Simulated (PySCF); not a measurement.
**BF$_{3}$, SMILES `FB(F)F`: what the electrons do**

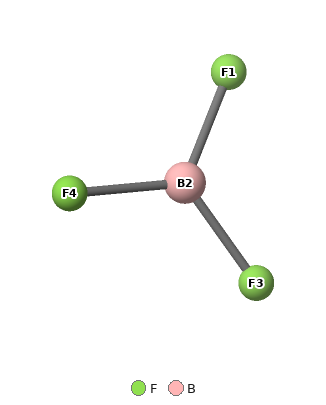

The molecule, with its atoms numbered as below. No frequency check shows the geometry to be a minimum.

Cartesian coordinates (Å):

```
F1      -1.2997   -0.0422    0.0000
B2       0.0000    0.0000    0.0000
F3       0.6133    1.1467    0.0000
F4       0.6864   -1.1045    0.0000
```

## 1. Bonding charge

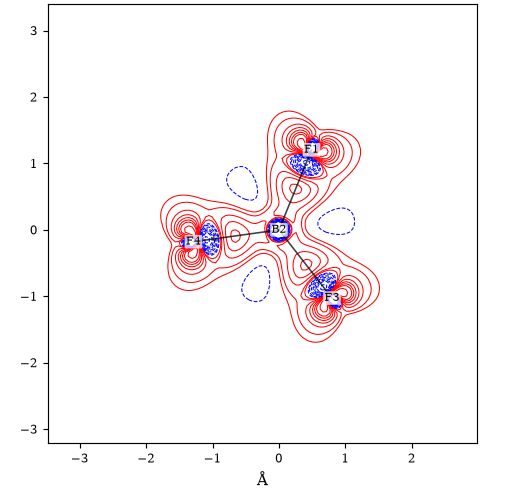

Deformation density (molecule less spherical, spin-averaged free atoms) in the molecular plane; contours at ±0.05 to ±0.8 e/Å³; solid red lines: gain, dashed blue lines: loss.

PySCF calculation, B3LYP/def2-SVP, gas phase; geometry: GFN2-xTB.

> Describe the bonding that the map shows.

B2–F3, B2–F4 and F1–B2: +0.29 e/Å³ at the bond critical point (bond length 1.30 Å, Mayer order 1.4). In all, 0.7 electrons gather in the regions of gain relative to the promolecule.

> Where do the Hirshfeld charges lie?

The highest Hirshfeld charge is on B2 (+0.38 e), the lowest on F1, F3 and F4 (−0.13 e).

```
atom  charge (e)
  F1       −0.13
  B2       +0.38
  F3       −0.13
  F4       −0.13
```

## 2. Bond critical points

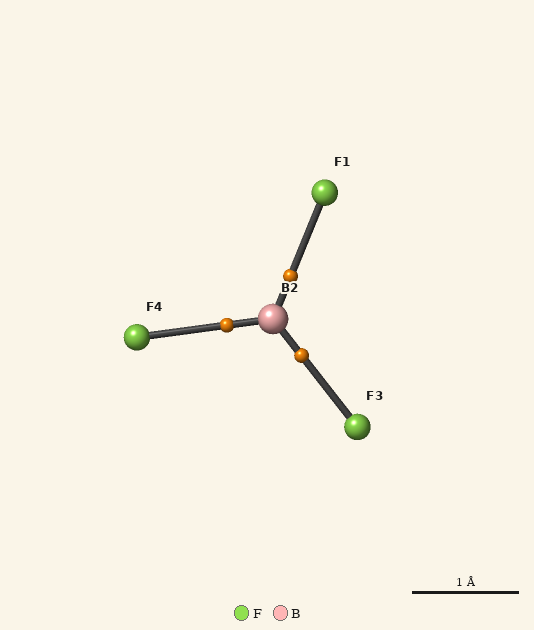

Molecular graph of the electron density (QTAIM): bond paths, bond critical points (orange), ring points (yellow, if any); weak paths are dashed.

> How many critical points of each kind are there, and does the count close?

4 nuclei, 3 bond, 0 ring and 0 cage critical points: 4 − 3 + 0 − 0 = 1, as the Poincaré–Hopf relation requires.

> What does the calculation give at each kind of bond critical point?

| bond | length (Å) | ρ (a.u.) | ∇²ρ (a.u.) | ε | H (a.u.) |
| --- | --- | --- | --- | --- | --- |
| B2–F3 (3 alike) | 1.300 | 0.210 | +1.50 | 0.02 | −0.105 |

> What kind of interaction is B2–F3?

Polar or intermediate (positive Laplacian, negative energy density H): ρ = 0.210, ∇²ρ = +1.50, H = −0.105 a.u.

## 3. Electrostatic potential

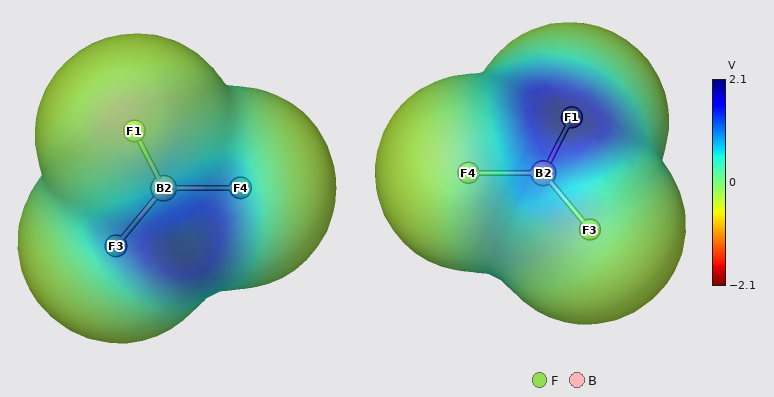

Electrostatic potential on the surface of electron density 0.001 a.u. (back view left, front view right).

> Where are the extremes of the potential on the surface?

Highest: 2.08 V, off the molecular plane, over B2 (1.7 Å), and at like points elsewhere. Lowest: −0.37 V, 1.6 Å from F3, and at like points elsewhere. The surface is sampled at points, so like sites can differ by a few per cent and only the strongest of them is named.

## 4. Excited states

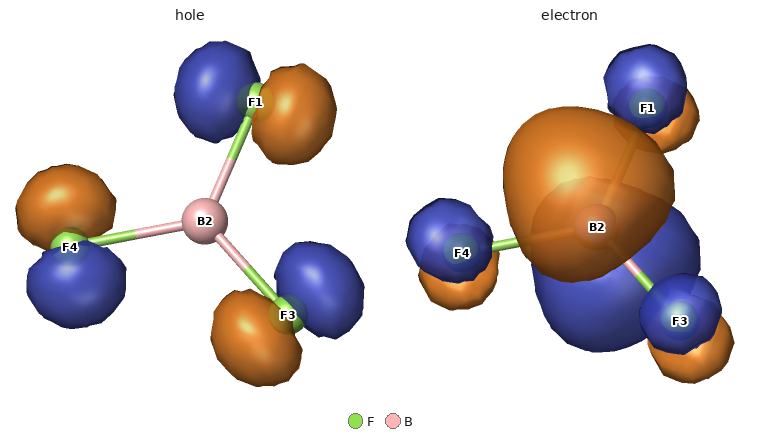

Leading natural transition orbital pair of S₁ (TDHF singlet states); the surfaces enclose about 70 % of each orbital's density.

Computed with PySCF, HF/6-31G*, geometry: GFN2-xTB. Without diffuse functions Rydberg states are missing, so the states' numbers hold for this basis only.

> Characterise the state.

13.92 eV (89 nm), f = 0.000 (dark), n → empty p orbital of B2; the leading pair carries 99 %; hole on F1, F3 and F4 (32 % each) and B2 (5 %), electron on B2 (62 %) and F1, F3 and F4 (13 % each); their centroids lie 0.0 Å apart. In canonical orbitals it is mainly HOMO → LUMO (97 %). The HOMO–LUMO gap is 23.39 eV.

## 5. Localised orbitals

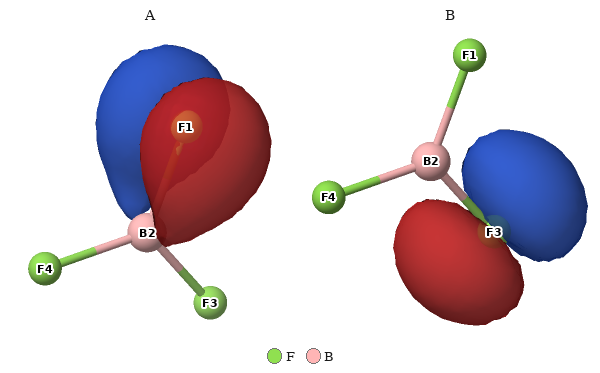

Intrinsic bond orbitals (IBO), occupied; each surface holds about 85 % of the orbital's density. Energies are diagonal elements of the Fock matrix.

Method: PBE0/cc-pVDZ; geometry: GFN2-xTB; program: PySCF. This is a single-reference result, which may miss multireference character in this system.

> Identify each orbital.

By panel:
- A: lone pair on F1 (p-type) (F1 92 %, B2 8 %; −13.5 eV)
- B: lone pair on F3 (p-type) (F3 96 %, B2 4 %; −13.1 eV)

## 6. Stretching a bond

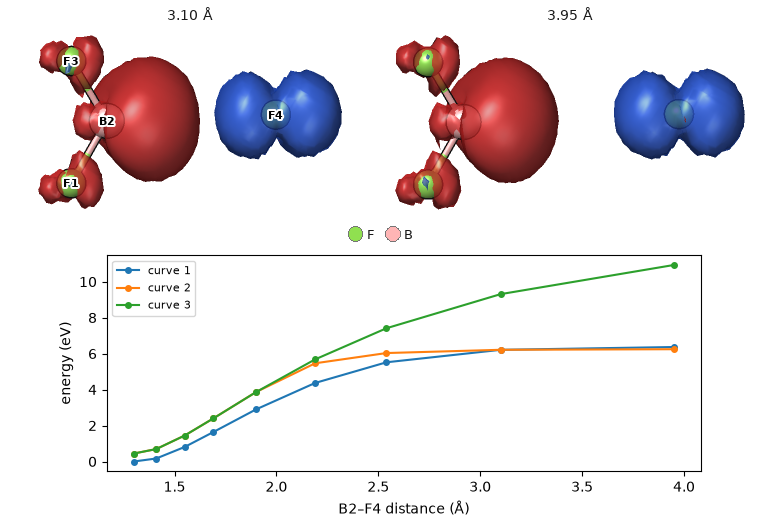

Rigid stretch of the B2–F4 bond. Broken-symmetry UHF spin density at ±0.03 e/Å³ (blue: α, red: β). Below: energies along the scan, from the lowest point of the three curves.

PySCF calculation, def2-SVPD basis, gas phase; geometry: GFN2-xTB.

> How does the broken-symmetry solution share the spin, and how far is it from a pure singlet?

At 3.95 Å excess α spin lies mostly on F4 and excess β on B2; the two could be swapped at no cost. ⟨S²⟩ is 0.98 at 3.10 Å and 1.00 at 3.95 Å, against 0 for a pure singlet and 1 for an equal mix of singlet and triplet.

> Which curve is which method?

Curve 1 is CASSCF(2,2). Curve 2 is UHF. Curve 3 is RHF. RHF rises too steeply because it keeps both electrons in one orbital and so mixes in ionic fragments.

> Where does the UHF solution part from RHF?

Between 1.90 Å (⟨S²⟩ = 0, the two coincide) and 2.19 Å (⟨S²⟩ = 0.49); at 3.95 Å ⟨S²⟩ is 1.00 and UHF lies 4.7 eV below RHF.

The PySCF runs shown took 4.3 s, 18 s, 4.1 s and 4.7 min on 1 thread of Arm Neoverse N1 (shared host).
